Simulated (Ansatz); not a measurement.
# GeHO (charge +1): what the fields show

```yaml
atoms:
  - { symbol: Ge, position_ang: [0.0000, 0.0000, -0.0232] }
  - { symbol: O, position_ang: [0.0000, 0.0000, 1.5679] }
  - { symbol: H, position_ang: [0.0000, 0.0000, -1.5447] }
```

Geometry: B3LYP-D4/def2-TZVP.

The calculation used isolated molecule in a Gaussian basis; Kohn-Sham density functional theory, functional PBE0 in Ansatz.

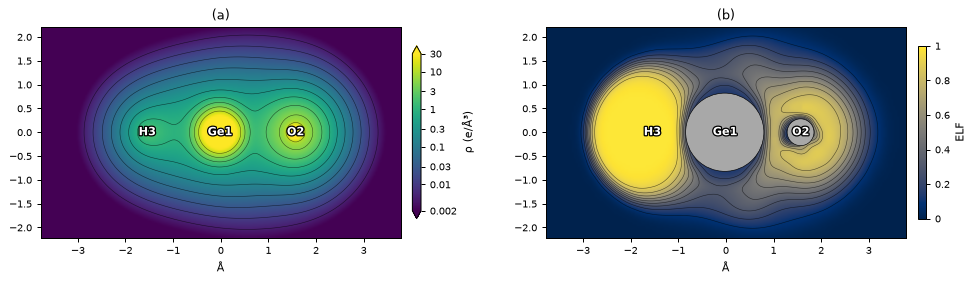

Figure 1. (a) total electron density; (b) electron localisation function on a plane that holds the molecular axis. Grey discs cover the atomic cores in the ELF map.

**What do the fields say about this system?**

The section cuts through Ge, O and H sites. Ge–O (1.59 Å): ρ is about 1.5 e/Å³ halfway; the ELF peaks at about 0.75 in the valence shell of O, 0.6 Å from its nucleus, and is about 0.30 at the midpoint. Ge–H (1.52 Å): ρ is about 1.2 e/Å³ halfway; the ELF climbs to about 1 towards the hydrogen. The ELF also peaks beside O2, away from the bonds: lone-pair regions.

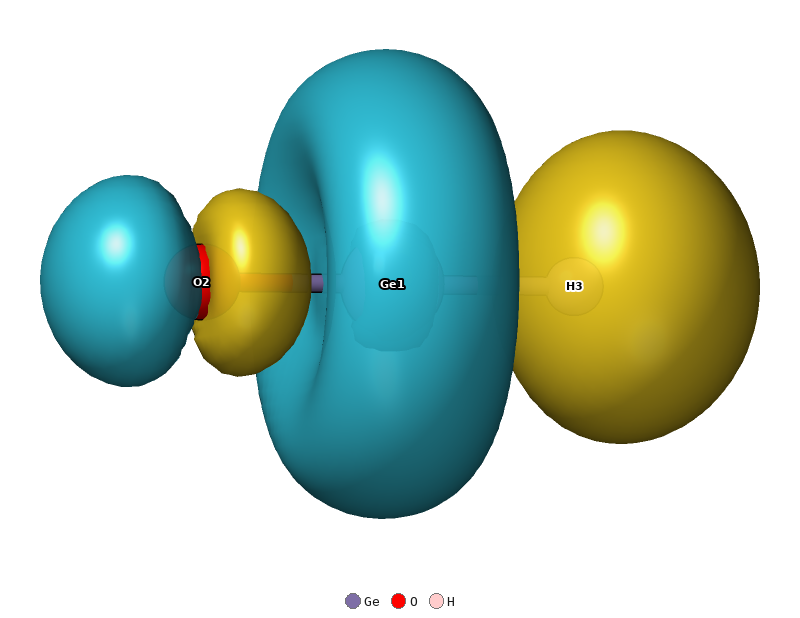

Figure 2. The LUMO at ±0.08 Å⁻³ᐟ² (yellow and cyan are the two phases), seen from one side.

**Describe this orbital and give its energy.**

By Hirshfeld shares it lies mainly on Ge1 (about 50 %), H3 (about 30 %) and O2 (about 20 %); it is of σ type. Its energy is −9.50 eV.

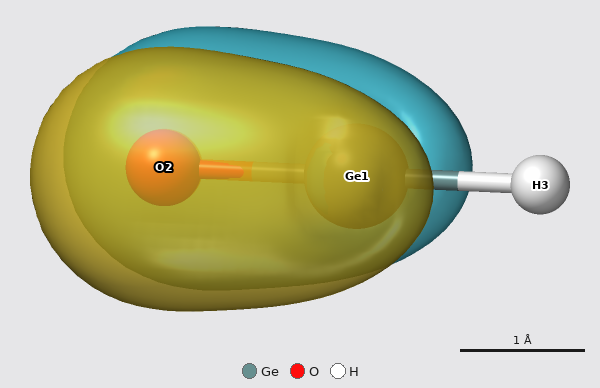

Figure 3. The HOMO at ±0.1 Å⁻³ᐟ² (yellow and cyan are the two phases), seen from one side.

**What is the character of this orbital?**

It lies mainly on O2 (about 75 %) and Ge1 (about 25 %). It is one of a degenerate set, so its orientation is arbitrary. Its energy is −16.64 eV.
